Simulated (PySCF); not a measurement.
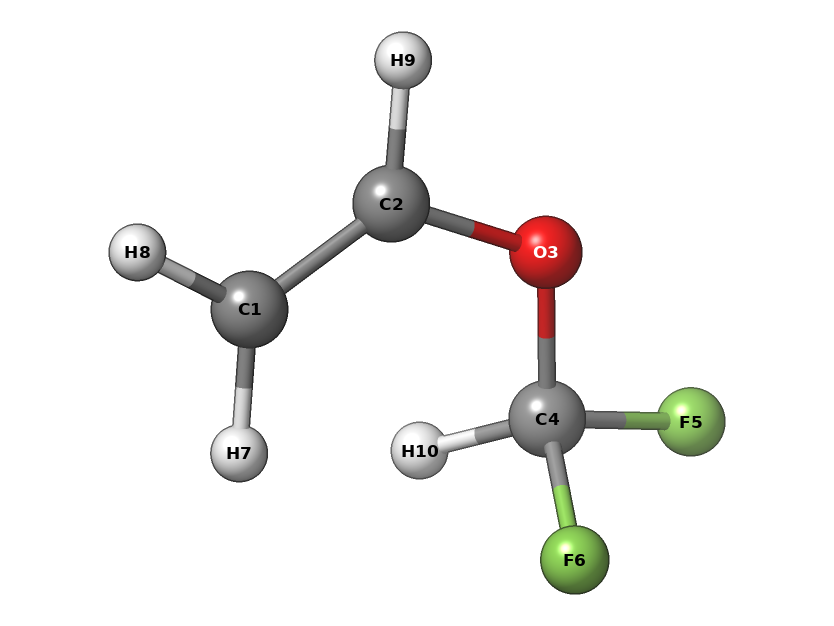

The computed structure is the end point of a GFN2-xTB optimisation. No frequency run is at hand to confirm it as a minimum. Method: delta-SCF UKS SCAN, pcX-2 on the ionised atom, pcseg-1 elsewhere, spin-free X2C (PySCF 2.14.0).

Give the core-electron binding energies (to vacuum) of C1 1s, C2 1s, O3 1s, C4 1s, F5 1s.

| atom | level | binding energy (eV) |
| --- | --- | --- |
| C1 | 1s | 290.8 |
| C2 | 1s | 292.9 |
| O3 | 1s | 540.3 |
| C4 | 1s | 297.6 |
| F5 | 1s | 693.8 |
